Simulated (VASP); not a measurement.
Shape and ions are relaxed at each volume.

Energy against volume of MnF₂ (rutile). Calculation: PBEsol GGA, VASP's PBE PAW potentials (set 64) (plane waves; VASP).

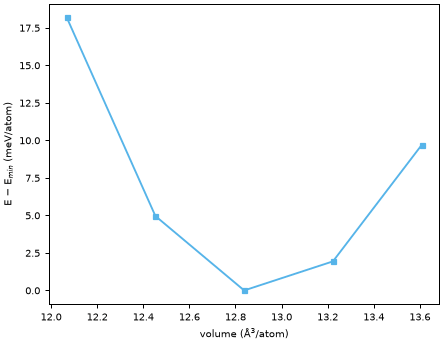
Energy against volume

### Question
Estimate the equilibrium volume and the bulk modulus.

### Answer
The minimum lies near 12.9 Å³/atom, and the curvature gives B0 of about 93 GPa.

The compound is MnF2 in the rutile structure. It was relaxed first.
